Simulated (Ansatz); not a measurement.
# Geometry relaxation of GeNH7 (part 1 of 2)

GeNH7, computed with RHF/def2-SVP (Ansatz 0.2.0).

The input holds or restrains some coordinates. Forces given for the steps count only the free coordinates. It belongs to a series of runs on one base structure; here: pulled along the bonds that form and break, towards end B. Figures and captions count atoms from 1; the log counts them from 0 in places.

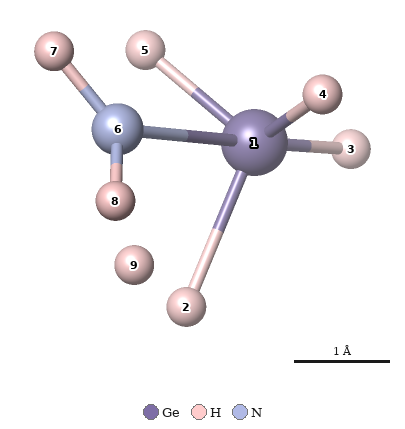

The structure as given in the input (ball-and-stick view, seen at a tilt; atoms are numbered from 1 in the order of the input). Sticks mark near contacts.

**Input file**
```yaml
crystal:
  periodic: [false, false, false]
  atoms:
    - { symbol: Ge, position_ang: [0.0, 0.0, 0.0] }
    - { symbol: H, position_ang: [0.0, 0.0, 1.9] }
    - { symbol: H, position_ang: [1.4616, 0.0, -0.5162] }
    - { symbol: H, position_ang: [-0.73, 1.2648, -0.5162] }
    - { symbol: H, position_ang: [-0.73, -1.2648, -0.5162] }
    - { symbol: "N", position_ang: [-2.0973, 0.0, 0.6969] }
    - { symbol: H, position_ang: [-2.8173, -0.6071, 0.2106] }
    - { symbol: H, position_ang: [-2.3831, 0.6071, 1.5174] }
    - { symbol: H, position_ang: [-1.0245, 0.0, 1.831] }
basis:
  gaussian: { orbitals: def2-SVP }
hamiltonian:
  xc: hf
relax:
  f_tol: 0.15
  max_steps: 25
  restrain:
    - { distance: [0, 5], at: 1.91, k: 30.0 }
    - { distance: [8, 1], at: 0.66, k: 30.0 }
    - { distance: [0, 1], at: 2.75, k: 30.0 }
    - { distance: [8, 5], at: 2.26, k: 30.0 }
```

Run as:
```bash
ansatz run input.yaml --threads 1 --pin off --max-ram 2048MiB --backend cpu --events-out ev --progress --plain --runs-dir out
```

**Log**
```
The last accepted step is kept in [file] (removed where the run ends without a failure and the disk answers)
Engine: ansatz 0.2.0, aarch64-unknown-linux-gnu
Functional definition: HF
  exchange = exact_x
  correlation = 0
893 factors; integrals over basis functions are off by at most 4.8e-4 eV
mean field evaluation 1: about -58047.7962 eV, gradient 3.6e1 eV
mean field evaluation 2: about -58047.8366 eV, gradient 3.6e1 eV
mean field evaluation 4: about -58051.0833 eV, gradient 2.6e0 eV
mean field evaluation 8: about -58051.1151 eV, gradient 1.5e-1 eV
mean field -58051.11526544 eV, -2133.3391375459 hartree, gradient 7.9e-6 eV, S^2 0.000000; 0 other end points of the search recorded, 0 dependent functions left out
the calculation of the forces begins
reference -58051.11526544 eV, -2133.3391375459 hartree; 23, 23 occupied and 58, 58 virtual orbitals, 893 factors
relax step   1: F+E_penalty+E_count = -58051.11526544 eV  Δ(F+E_penalty+E_count) = +0.000e0 eV  max|allowed force component| = 3.379e0 eV/Å  E_restraint = 21.53293262 eV  max|allowed force component, restraints' pulls added| = 2.565e1 eV/Å  Δτ_max = 0.0000 Å  (37 SCF iters, accepted)
  distance Ge 0 - N 5 = 2.2101 Å
  distance H 8 - H 1 = 1.0268 Å
  distance Ge 0 - H 1 = 1.9000 Å
  distance H 8 - N 5 = 1.5611 Å
these checks for a lower state are left out or cut short: starts, cluster_reference, orbital_swaps, neighbouring_geometries, increment
893 factors; integrals over basis functions are off by at most 3.8e-4 eV
mean field evaluation 16: about -58051.8620 eV, gradient 3.4e-1 eV
mean field -58051.86233544 eV, -2133.3665918619 hartree, gradient 1.8e-5 eV, S^2 0.000000; 0 other end points of the search recorded, 0 dependent functions left out
[... from here on the field's lines of each further geometry are left out, up to the last ...]
relax step   2: F+E_penalty+E_count = -58051.86233544 eV  Δ(F+E_penalty+E_count) = -7.471e-1 eV  max|allowed force component| = 2.873e0 eV/Å  E_restraint = 7.98949531 eV  max|allowed force component, restraints' pulls added| = 1.592e1 eV/Å  Δτ_max = 0.1968 Å  (41 SCF iters, accepted)
relax step   3: F+E_penalty+E_count = -58052.53853192 eV  Δ(F+E_penalty+E_count) = -6.762e-1 eV  max|allowed force component| = 3.313e0 eV/Å  E_restraint = 1.60778260 eV  max|allowed force component, restraints' pulls added| = 7.965e0 eV/Å  Δτ_max = 0.1946 Å  (35 SCF iters, accepted)
relax step   4: F+E_penalty+E_count = -58054.10180368 eV  Δ(F+E_penalty+E_count) = -1.563e0 eV  max|allowed force component| = 3.144e0 eV/Å  E_restraint = 0.03424880 eV  max|allowed force component, restraints' pulls added| = 2.618e0 eV/Å  Δτ_max = 0.1946 Å  (31 SCF iters, accepted)
relax step   5: F+E_penalty+E_count = -58055.04479404 eV  Δ(F+E_penalty+E_count) = -9.430e-1 eV  max|allowed force component| = 2.123e0 eV/Å  E_restraint = 0.03905115 eV  max|allowed force component, restraints' pulls added| = 1.146e0 eV/Å  Δτ_max = 0.1949 Å  (31 SCF iters, accepted)
relax step   6: F+E_penalty+E_count = -58055.62938211 eV  Δ(F+E_penalty+E_count) = -5.846e-1 eV  max|allowed force component| = 1.436e0 eV/Å  E_restraint = 0.06427344 eV  max|allowed force component, restraints' pulls added| = 9.001e-1 eV/Å  Δτ_max = 0.2000 Å  (30 SCF iters, accepted)
relax step   7: F+E_penalty+E_count = -58056.04611652 eV  Δ(F+E_penalty+E_count) = -4.167e-1 eV  max|allowed force component| = 1.138e0 eV/Å  E_restraint = 0.09150514 eV  max|allowed force component, restraints' pulls added| = 8.834e-1 eV/Å  Δτ_max = 0.1950 Å  (31 SCF iters, accepted)
relax step   8: F+E_penalty+E_count = -58056.26568827 eV  Δ(F+E_penalty+E_count) = -2.196e-1 eV  max|allowed force component| = 1.417e0 eV/Å  E_restraint = 0.08103750 eV  max|allowed force component, restraints' pulls added| = 3.196e-1 eV/Å  Δτ_max = 0.1997 Å  (30 SCF iters, accepted)
relax step   9: F+E_penalty+E_count = -58056.31954211 eV  Δ(F+E_penalty+E_count) = -5.385e-2 eV  max|allowed force component| = 1.543e0 eV/Å  E_restraint = 0.07562964 eV  max|allowed force component, restraints' pulls added| = 1.229e-1 eV/Å  Δτ_max = 0.2000 Å  (30 SCF iters, accepted)
relax step  10: F+E_penalty+E_count = -58056.27717685 eV  Δ(F+E_penalty+E_count) = +4.237e-2 eV  max|allowed force component| = 2.001e0 eV/Å  E_restraint = 0.32686859 eV  max|allowed force component, restraints' pulls added| = 5.640e0 eV/Å  Δτ_max = 0.1948 Å  (30 SCF iters, rejected (line search))
relax step  11: F+E_penalty+E_count = -58056.34730607 eV  Δ(F+E_penalty+E_count) = -2.776e-2 eV  max|allowed force component| = 1.147e0 eV/Å  E_restraint = 0.11682420 eV  max|allowed force component, restraints' pulls added| = 1.789e0 eV/Å  Δτ_max = 0.0950 Å  (31 SCF iters, rejected (line search))
relax step  12: F+E_penalty+E_count = -58056.33352627 eV  Δ(F+E_penalty+E_count) = -1.398e-2 eV  max|allowed force component| = 1.310e0 eV/Å  E_restraint = 0.08200760 eV  max|allowed force component, restraints' pulls added| = 4.707e-1 eV/Å  Δτ_max = 0.0465 Å  (31 SCF iters, accepted)
relax step  13: F+E_penalty+E_count = -58056.34103174 eV  Δ(F+E_penalty+E_count) = -7.505e-3 eV  max|allowed force component| = 1.358e0 eV/Å  E_restraint = 0.07798560 eV  max|allowed force component, restraints' pulls added| = 3.733e-1 eV/Å  Δτ_max = 0.1000 Å  (30 SCF iters, accepted)
relax step  14: F+E_penalty+E_count = -58056.33530913 eV  Δ(F+E_penalty+E_count) = +5.723e-3 eV  max|allowed force component| = 1.592e0 eV/Å  E_restraint = 0.06771627 eV  max|allowed force component, restraints' pulls added| = 4.518e-1 eV/Å  Δτ_max = 0.1472 Å  (30 SCF iters, accepted)
relax step  15: F+E_penalty+E_count = -58056.34050503 eV  Δ(F+E_penalty+E_count) = -5.196e-3 eV  max|allowed force component| = 1.571e0 eV/Å  E_restraint = 0.06536766 eV  max|allowed force component, restraints' pulls added| = 3.351e-2 eV/Å  Δτ_max = 0.0977 Å  (30 SCF iters, accepted)
relax step  16: F+E_penalty+E_count = -58056.36692180 eV  Δ(F+E_penalty+E_count) = -2.642e-2 eV  max|allowed force component| = 1.288e0 eV/Å  E_restraint = 0.09068979 eV  max|allowed force component, restraints' pulls added| = 6.084e-1 eV/Å  Δτ_max = 0.1952 Å  (30 SCF iters, accepted)
relax step  17: F+E_penalty+E_count = -58056.38893482 eV  Δ(F+E_penalty+E_count) = -2.201e-2 eV  max|allowed force component| = 1.186e0 eV/Å  E_restraint = 0.10994955 eV  max|allowed force component, restraints' pulls added| = 1.474e0 eV/Å  Δτ_max = 0.1577 Å  (31 SCF iters, accepted)
relax step  18: F+E_penalty+E_count = -58056.40094291 eV  Δ(F+E_penalty+E_count) = -1.201e-2 eV  max|allowed force component| = 1.296e0 eV/Å  E_restraint = 0.07586110 eV  max|allowed force component, restraints' pulls added| = 3.910e-1 eV/Å  Δτ_max = 0.2000 Å  (30 SCF iters, accepted)
relax step  19: F+E_penalty+E_count = -58056.43687368 eV  Δ(F+E_penalty+E_count) = -3.593e-2 eV  max|allowed force component| = 9.364e-1 eV/Å  E_restraint = 0.13292887 eV  max|allowed force component, restraints' pulls added| = 1.882e0 eV/Å  Δτ_max = 0.1904 Å  (30 SCF iters, rejected (line search))
relax step  20: F+E_penalty+E_count = -58056.41314077 eV  Δ(F+E_penalty+E_count) = -1.220e-2 eV  max|allowed force component| = 1.393e0 eV/Å  E_restraint = 0.06920036 eV  max|allowed force component, restraints' pulls added| = 1.795e-1 eV/Å  Δτ_max = 0.0952 Å  (31 SCF iters, accepted)
the calculation of the forces begins
reference -58056.42193083 eV, -2133.5341539020 hartree; 23, 23 occupied and 58, 58 virtual orbitals, 893 factors
relax step  21: F+E_penalty+E_count = -58056.42193083 eV  Δ(F+E_penalty+E_count) = -8.790e-3 eV  max|allowed force component| = 1.437e0 eV/Å  E_restraint = 0.06573354 eV  max|allowed force component, restraints' pulls added| = 5.474e-2 eV/Å  Δτ_max = 0.1000 Å  (31 SCF iters, accepted)
  distance Ge 0 - N 5 = 1.8733 Å
  distance H 8 - H 1 = 0.7109 Å
  distance Ge 0 - H 1 = 2.7634 Å
  distance H 8 - N 5 = 2.2764 Å
893 factors; integrals over basis functions are off by at most 3.7e-4 eV
mean field evaluation 160: about -58056.4202 eV, gradient 3.1e-1 eV
```

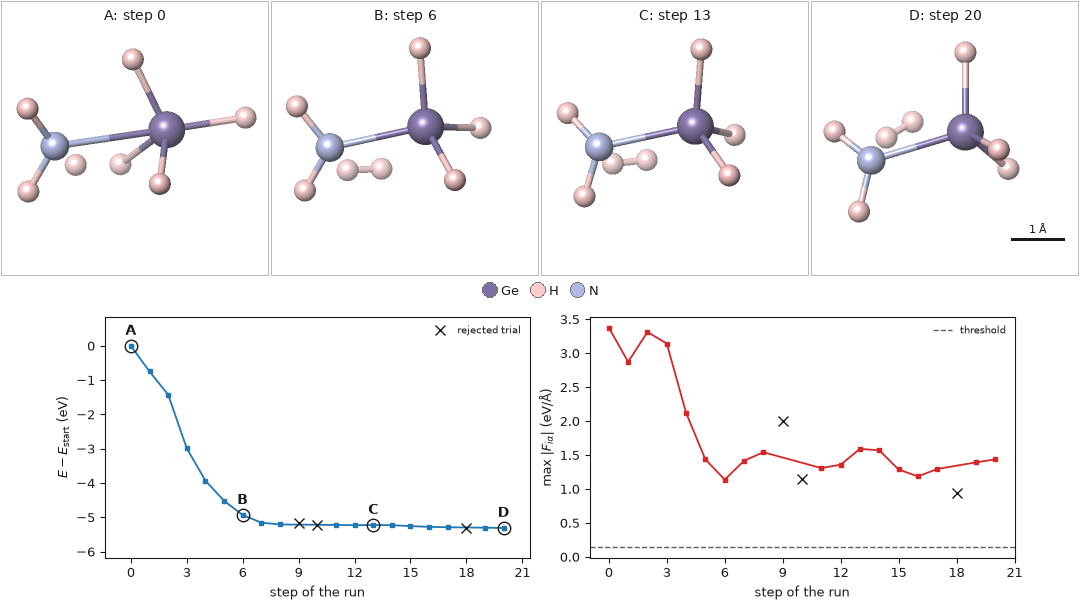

Frames of the restrained relaxation (ball-and-stick view, seen at a tilt) above the curves, on which the letters mark them (the first geometry is step 0 here and step 1 in the log).

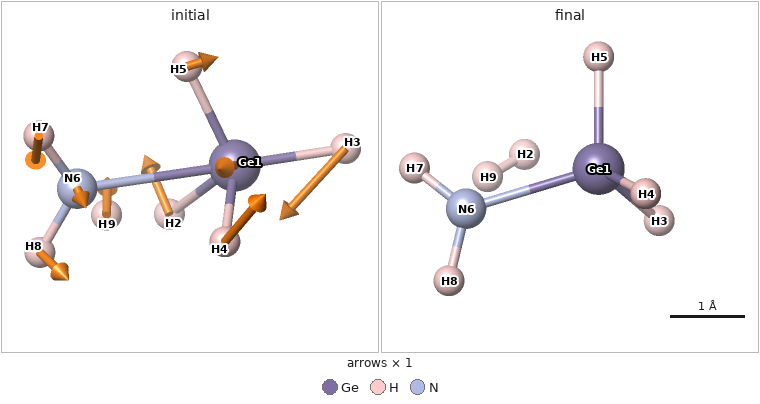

Before (left) and after (right) the restrained relaxation, at one scale (ball-and-stick view, seen at a tilt). The orange arrows give the displacements, at true length. The atom that moves furthest after the best rigid fit is H3 (1.34 Å). By element the largest moves are H 1.34 Å, Ge 0.64 Å, N 0.34 Å. Among the contacts that change: Ge1–H2 1.900 → 2.763 Å, Ge1–N6 2.210 → 1.873 Å, H2–H9 1.027 → 0.711 Å, N6–H7 1.060 → 1.000 Å. New bonds form: H2–H9 (1.03 → 0.71 Å). Among the angles that change: H3–Ge1–N6 178.9° → 113.6°, H4–Ge1–N6 70.0° → 108.0°, H5–Ge1–N6 70.0° → 106.8°. Over 20 geometry steps the energy falls by 5.307 eV. Largest force component: 3.4 eV/Å at the start, 1.4 eV/Å at the end. The line search rejected the trial steps at points 9, 10, 18 (counted from 0) and went back. (Atoms are counted from 1 in the order of the input.)

```
mean field -58056.42193083 eV, -2133.5341539020 hartree, gradient 1.3e-5 eV, S^2 0.000000; 1 other end points of the search recorded, 0 dependent functions left out
the calculation of the forces begins
reference -58056.42193083 eV, -2133.5341539020 hartree; 23, 23 occupied and 58, 58 virtual orbitals, 893 factors
Total energy: -58056.42193083 eV, -2133.5341539020 hartree
Atom 0 at    -0.508646     0.200115    -0.376975 Å, force    -0.981008     0.182063     0.208853 eV/Å
Atom 1 at    -0.005602    -0.934291     2.092167 Å, force     1.437004    -0.739444     0.313498 eV/Å
Atom 2 at     0.712327     0.749758     0.375919 Å, force    -0.023751     0.011103    -0.005520 eV/Å
Atom 3 at    -0.699795     1.042351    -1.647789 Å, force    -0.000126    -0.024508     0.018438 eV/Å
Atom 4 at    -0.286051    -1.271788    -0.741711 Å, force    -0.002440     0.034571     0.026378 eV/Å
Atom 5 at    -2.097407     0.279131     0.612450 Å, force     0.622442     0.184252    -0.883708 eV/Å
Atom 6 at    -2.414621    -0.528397     1.109031 Å, force    -0.009588     0.022908    -0.019734 eV/Å
Atom 7 at    -2.357656     1.127656     1.077043 Å, force     0.005782    -0.036298     0.002908 eV/Å
Atom 8 at    -0.663149    -0.664534     2.107164 Å, force    -1.048315     0.365353     0.338888 eV/Å
Dipole moment:     0.010940     0.005345     0.184123 e Å
```

**Trajectory as extended XYZ (Å, eV, eV/Å), 21 frames, from step=1 to step=21**
```
9
Properties=species:S:1:pos:R:3:forces:R:3 step=1 energy=-58051.11527
Ge    0.0000    0.0000    0.0000   -2.9219   0.4374  -1.0944
H     0.0000    0.0000    1.9000   -0.1963   0.2487  -0.5722
H     1.4616    0.0000   -0.5162    0.4160  -0.0241   1.0500
H    -0.7300    1.2648   -0.5162    1.6224   0.2835  -0.3363
H    -0.7300   -1.2648   -0.5162    1.3042  -0.2797  -0.1074
N    -2.0973    0.0000    0.6969   -0.3389   0.5195   3.3790
H    -2.8173   -0.6071    0.2106    1.1073   1.1119   2.0849
H    -2.3831    0.6071    1.5174   -1.2541  -0.6444  -2.2558
H    -1.0245    0.0000    1.8310    0.2613  -1.6528  -2.1478
9
Properties=species:S:1:pos:R:3:forces:R:3 step=2 energy=-58051.86233
Ge   -0.1016    0.0050   -0.1621   -2.8734   0.0629  -0.5305
H    -0.0518    0.0034    2.0898   -0.6780   0.1397   0.3023
H     1.4577   -0.0003   -0.5017   -0.4206  -0.0893   1.4824
H    -0.7193    1.2866   -0.5319    0.9601   1.4764  -1.1626
H    -0.7232   -1.2847   -0.5280    0.6991  -1.2813  -1.1611
N    -2.1118    0.0259    0.6144    0.1764   0.9370   2.3230
H    -2.8184   -0.6075    0.2249    0.4780   0.5120   0.8905
H    -2.3953    0.5944    1.4782   -0.2395  -1.3286  -2.3376
H    -0.8569   -0.0228    1.9238    1.8978  -0.4289   0.1937
9
Properties=species:S:1:pos:R:3:forces:R:3 step=3 energy=-58052.53853
Ge   -0.2252    0.0053   -0.2819   -1.2558   0.0523   0.5418
H    -0.0587    0.0004    2.2343    3.3135   0.1945   1.3078
H     1.4331   -0.0027   -0.4660   -1.3512  -0.1286   1.3138
H    -0.7108    1.3262   -0.5635    0.6370   2.2149  -1.6505
H    -0.7190   -1.3205   -0.5623    0.2221  -1.9555  -1.7739
N    -2.1184    0.0545    0.5244    0.4737   1.5766   2.7978
H    -2.8158   -0.6067    0.2244    0.2331  -0.3135   0.4779
H    -2.3863    0.5634    1.4365    0.2140  -1.3537  -2.6134
H    -0.7195   -0.0198    2.0616   -2.4864  -0.2870  -0.4014
```
